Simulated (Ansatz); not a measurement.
## Electronic structure of CH3AlBrF···CH4 in real space

```tsv
atom	x (Å)	y (Å)	z (Å)
Al	-1.2702	0.3702	0.2897
C	1.8431	-0.3779	0.9523
C	-1.2866	0.3525	-1.6461
F	-1.0005	1.7372	1.1682
H	0.9606	-0.9633	1.1812
Br	-1.7685	-1.5738	1.5464
H	2.6953	-1.0538	0.9043
H	2.0021	0.3655	1.7307
H	1.7467	0.1263	-0.0131
H	-2.3191	0.4116	-2.0054
H	-0.7337	1.1879	-2.0808
H	-0.8691	-0.5823	-2.0272
```

Not at a stationary point (largest force 1.2 eV/Å).

Method: UHF/def2-SVP (Ansatz).

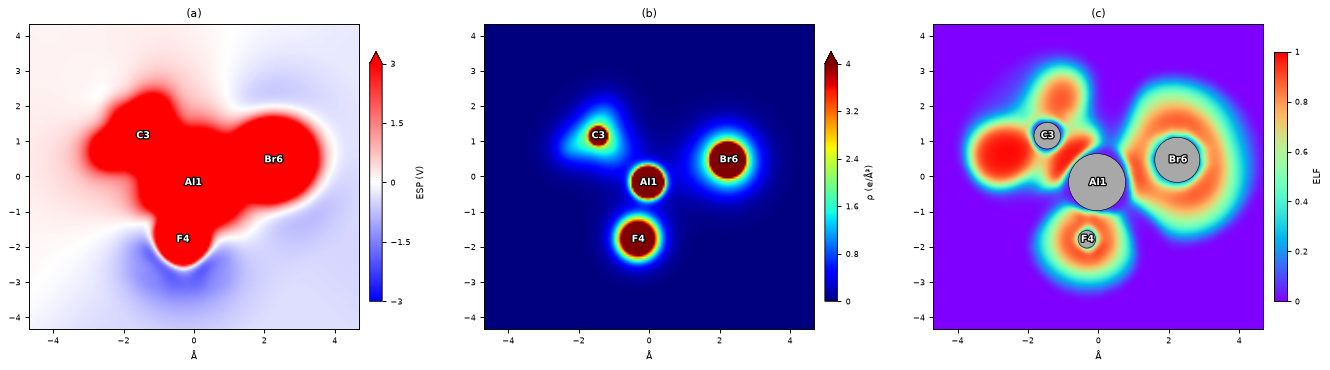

Figure 1. (a) electrostatic potential; (b) total electron density; (c) electron localisation function on the plane of atoms C3, Al1 and F4. Grey discs cover the atomic cores in the ELF map.

Q: Read the bonding off the picture.

A: The section cuts through Al, C, F and Br sites. Al–F (1.65 Å): the density is about 0.83 e/Å³ at the midpoint; the ELF peaks at about 0.85 in the valence shell of F, 0.6 Å from its nucleus, and is about 0.30 at the midpoint. C–Al (1.94 Å): ρ is about 0.78 e/Å³ halfway; the ELF peaks at about 0.95 between the atoms, as expected for a polar covalent bond. Al–Br (2.37 Å): ρ at the midpoint is about 0.57 e/Å³; the ELF peaks at about 0.90 in the valence shell of Br, 1.2 Å from its nucleus, and is about 0.90 at the midpoint. The ELF also peaks beside F4 and Br6, away from the bonds: lone-pair regions. Outside the dense part of the complex the potential is most negative (−1.9 V) near F4.

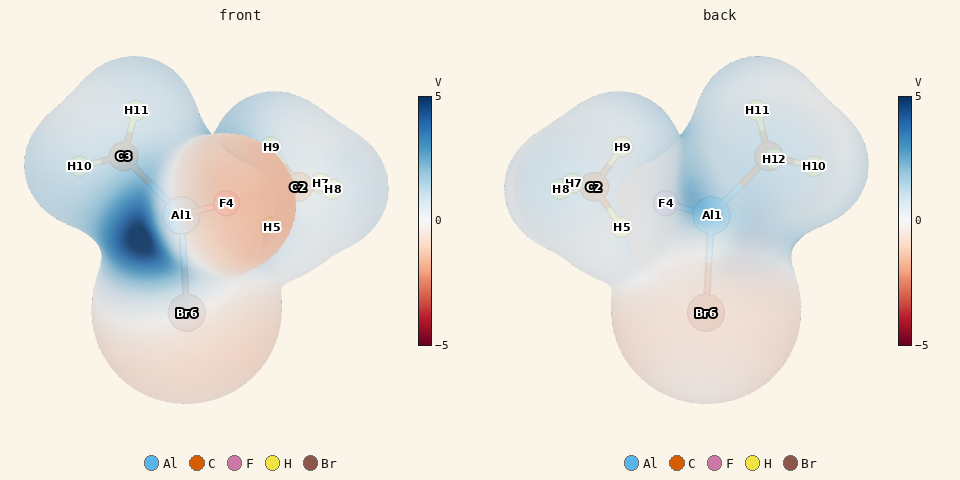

Figure 2. The electrostatic potential painted on the density surface at 0.002 e/bohr³, seen from the front and from behind; red is negative and blue positive.

Q: Where is the surface potential most negative and most positive?

A: The most negative region (about −1.5 V, or −35 kcal/mol for a unit charge) lies over F4, the most positive (about +4.7 V, or +108 kcal/mol for a unit charge) over Al1.

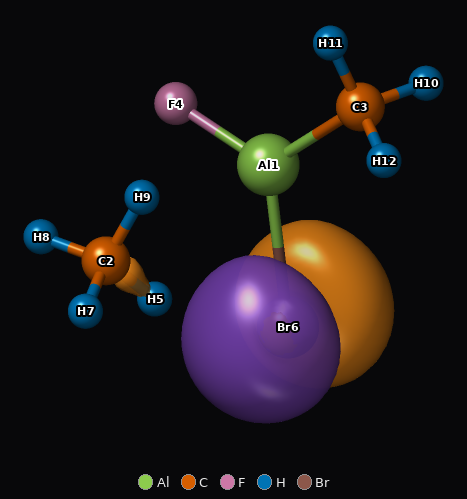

Figure 3. The HOMO−1 at ±0.15 Å⁻³ᐟ² (orange and purple are the two phases), seen at an oblique angle.

Q: Describe this orbital and give its energy.

A: Its weight (Hirshfeld) is mainly on Br6 (about 90 %); largely a lone pair of Br6. Its energy is −11.31 eV.

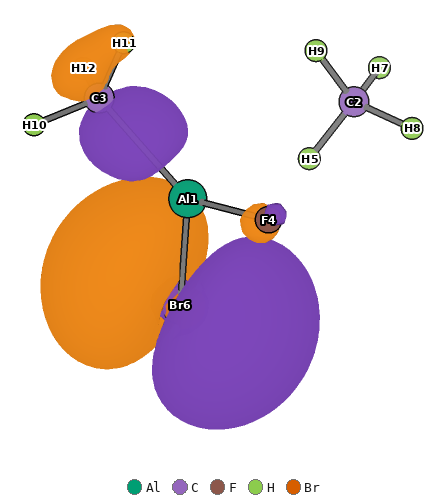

Figure 4. The HOMO at ±0.08 Å⁻³ᐟ² (orange and purple are the two phases), seen at a tilt.

Q: What is the character of this orbital?

A: It lies mainly on Br6 (about 90 %); largely a lone pair of Br6. Its energy is −11.22 eV.
